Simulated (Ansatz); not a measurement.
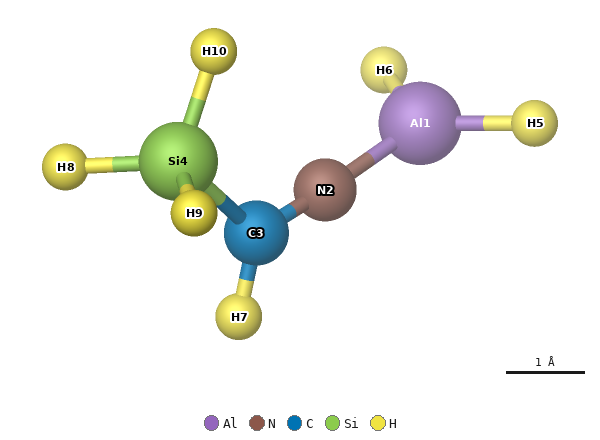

*The input geometry (ball-and-stick view, seen at a tilt; atoms are numbered from 1 in the order of the input). Sticks mark near contacts.*

Bond lengths as drawn: Al–H 1.58 Å, Al–N 1.75 Å, C–H 1.11 Å, C–N 1.25 Å, C–Si 1.90 Å and H–Si 1.48 to 1.49 Å.

# Single-point calculation of CH$_{6}$AlNSi

CH$_{6}$AlNSi, computed with RKS PBE0-D4/def2-TZVPP (Ansatz 0.2.0).

The geometry comes from this level: PBE0-D4/def2-TZVP.

## Input
```yaml
crystal:
  periodic: [false, false, false]
  atoms:
    - {symbol: Al, position_ang: [-0.801121, 2.183465, -0.771802]}
    - {symbol: N, position_ang: [-0.589944, 0.458631, -0.561592]}
    - {symbol: C, position_ang: [-0.390935, -0.758916, -0.367941]}
    - {symbol: Si, position_ang: [0.911583, -1.414691, 0.854879]}
    - {symbol: H, position_ang: [0.069193, 2.879539, -1.890826]}
    - {symbol: H, position_ang: [-1.855451, 2.894711, 0.164531]}
    - {symbol: H, position_ang: [-0.988007, -1.509202, -0.921944]}
    - {symbol: H, position_ang: [0.242906, -2.252899, 1.887020]}
    - {symbol: H, position_ang: [1.886527, -2.271511, 0.126633]}
    - {symbol: H, position_ang: [1.598249, -0.260426, 1.483942]}
basis:
  gaussian: {orbitals: def2-TZVPP}
hamiltonian: {xc: pbe0, dispersion: d4}
output: {orbitals: {seedname: orbitals}}
```

Run on 2 threads of Arm Neoverse V1, 23 GiB of memory available, shared host.

Command:
```bash
ansatz run in.yaml --threads 2 --pin off --events-out ev --progress --plain --max-ram 4352MiB
```

## The program's output
```
Functional definition: PBE0
  name "PBE0"
  cite "Adamo & Barone, J. Chem. Phys. 110, 6158 (1999) doi:10.1063/1.478522"
  cite "Perdew, Burke & Ernzerhof, Phys. Rev. Lett. 77, 3865 (1996) doi:10.1103/PhysRevLett.77.3865"
  parent pbe
  parameter a = 0.25
  parameter kappa = 0.804
  parameter beta = 0.06672455060314922
  exchange = (1 - a)*pbe_x(kappa = kappa, mu = beta*pi^2/3) + a*exact_x
  correlation = pbe_c(beta = beta)
1280 factors; their error is unknown
mean field evaluation 1: about -17083.6458 eV, gradient 5.6e1 eV
mean field evaluation 2: about -17059.4438 eV, gradient 1.0e2 eV
mean field evaluation 4: about -17090.1297 eV, gradient 9.4e0 eV
mean field evaluation 8: about -17090.3301 eV, gradient 1.6e-1 eV
mean field evaluation 16: about -17090.3601 eV, gradient 5.4e-5 eV
mean field -17090.36012632 eV, -628.0591503800 hartree, gradient 5.4e-5 eV, S^2 0.000000; 0 other end points of the search recorded, 0 dependent functions left out
reference -17090.36016752 eV, -628.0591518941 hartree; 23, 23 occupied and 207, 207 virtual orbitals, 1280 factors
Total energy: -17090.53025022 eV, -628.0654023180 hartree
```

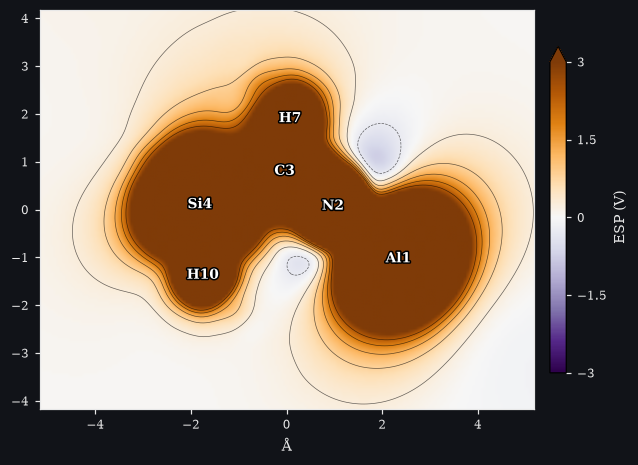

*Electrostatic potential on the plane of atoms N2, C3 and H7.*

Atoms in the plane: Al, N, C, Si and H.

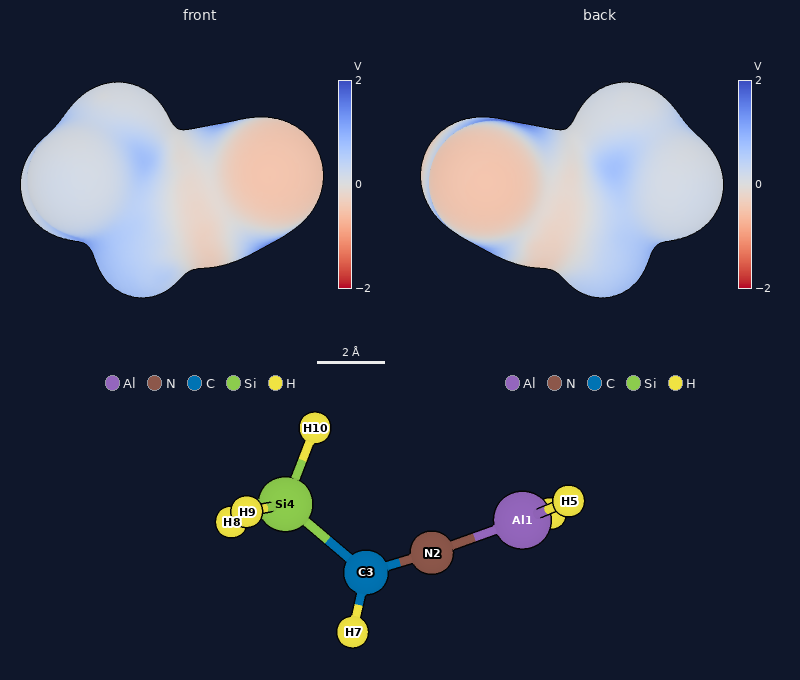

*The molecular electrostatic potential painted on the density surface at 0.001 e/bohr³, seen face on and from behind; red is negative and blue positive. The bare structure is drawn below in the same view.*

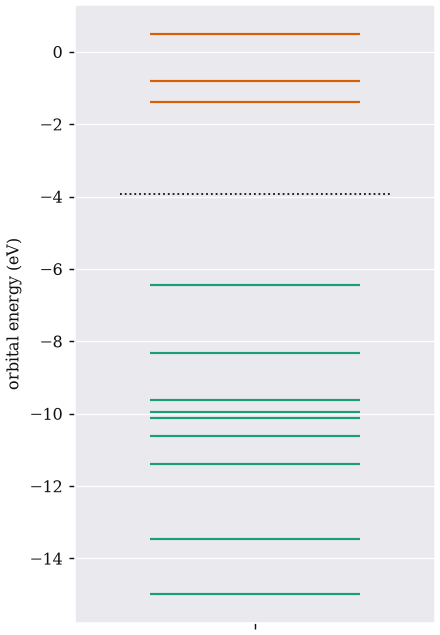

*Orbital energies near the frontier; the dotted line parts filled from empty levels, and levels within 0.02 eV of each other stand side by side.*

Highest filled −6.45 eV, lowest empty −1.39 eV, 5.06 eV apart.

## Summary

```json
{"quantity": "outcome", "value": "converged"}
{"quantity": "total energy", "value": "−17090.5303 eV"}
{"quantity": "mean-field energy", "value": "−17090.3602 eV"}
{"quantity": "dispersion energy", "value": "−0.1701 eV"}
{"quantity": "SCF solution under orbital rotations", "value": "stable"}
{"quantity": "HOMO", "value": "−6.45 eV"}
{"quantity": "LUMO", "value": "−1.39 eV"}
{"quantity": "wall time", "value": "4.2 s (CPU time 8.1 s)"}
{"quantity": "peak memory", "value": "0.49 GiB"}
```
